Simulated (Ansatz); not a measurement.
Band structure of SrIn2Pt (Cmcm, 8 atoms in the cell).

```xyz
8
Lattice="2.2535 -5.4901 0.0000 2.2535 5.4901 0.0000 0.0000 0.0000 7.9652" Properties=species:S:1:pos:R:3 pbc="T T T"
Sr     2.2535    -4.8135     5.9739
Sr     2.2535     4.8135     1.9913
In     2.2535    -1.6769     7.5338
In     2.2535     1.6769     0.4314
In     2.2535     1.6769     3.5512
In     2.2535    -1.6769     4.4140
Pt     2.2535     3.0780     5.9739
Pt     2.2535    -3.0780     1.9913
```

Level of theory: LDA (PW92), harder PAW files (source: ansatz) made with PBE (plane waves; Ansatz, a program for electronic structure).

Settings: basis.ecutwfc = 710 eV; kpoints.mp_grid.grid = 6 6 3; kpoints.mp_grid.shift = 0.5 0.5 0.5; hamiltonian.xc = lda; hamiltonian.pseudopotentials = {kind: paw, source: ansatz}; scf.occupations.method = cold; scf.occupations.width = 0.1 eV; kpoints.band_path.npoints = 6.

The starting cell comes from a database of computed structures (which also holds hypothetical and non-ambient phases and stackings), without a prior relaxation at this level. Spin-orbit coupling is off. Spin polarisation is off.

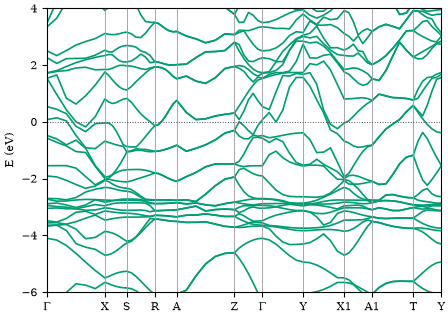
Figure. Bands along the path, energies from the Fermi level.

Levels in eV from the Fermi level, bands 67 to 74:
```json
[
 {"point": "Γ", "67": "-1.55", "68": "-0.58", "69": "-0.49", "70": "0.08", "71": "0.53", "72": "1.52", "73": "1.53", "74": "1.71"},
 {"point": "X", "67": "-2.04", "68": "-2.00", "69": "-1.94", "70": "-0.68", "71": "-0.05", "72": "0.80", "73": "1.75", "74": "1.84"},
 {"point": "S", "67": "-2.12", "68": "-1.69", "69": "-1.06", "70": "-1.06", "71": "-0.87", "72": "0.82", "73": "1.12", "74": "1.97"},
 {"point": "R", "67": "-1.81", "68": "-1.81", "69": "-1.04", "70": "-1.04", "71": "-0.14", "72": "-0.14", "73": "1.93", "74": "1.93"},
 {"point": "A", "67": "-2.10", "68": "-2.10", "69": "-0.83", "70": "-0.83", "71": "0.75", "72": "0.75", "73": "1.52", "74": "1.52"},
 {"point": "Z", "67": "-1.49", "68": "-1.49", "69": "-0.30", "70": "-0.30", "71": "0.31", "72": "0.31", "73": "1.95", "74": "1.95"},
 {"point": "Y", "67": "-1.56", "68": "-1.53", "69": "-0.39", "70": "1.56", "71": "1.67", "72": "1.74", "73": "2.73", "74": "2.84"},
 {"point": "X1", "67": "-2.04", "68": "-2.00", "69": "-1.94", "70": "-0.68", "71": "-0.05", "72": "0.80", "73": "1.75", "74": "1.84"},
 {"point": "A1", "67": "-2.10", "68": "-2.10", "69": "-0.83", "70": "-0.83", "71": "0.75", "72": "0.75", "73": "1.52", "74": "1.52"},
 {"point": "T", "67": "-1.18", "68": "-1.18", "69": "0.58", "70": "0.58", "71": "0.76", "72": "0.76", "73": "2.28", "74": "2.28"}
]
```

Bands cross the Fermi level along this path, so the cell is metallic at this level.

Keys are those of Ansatz 0.2.
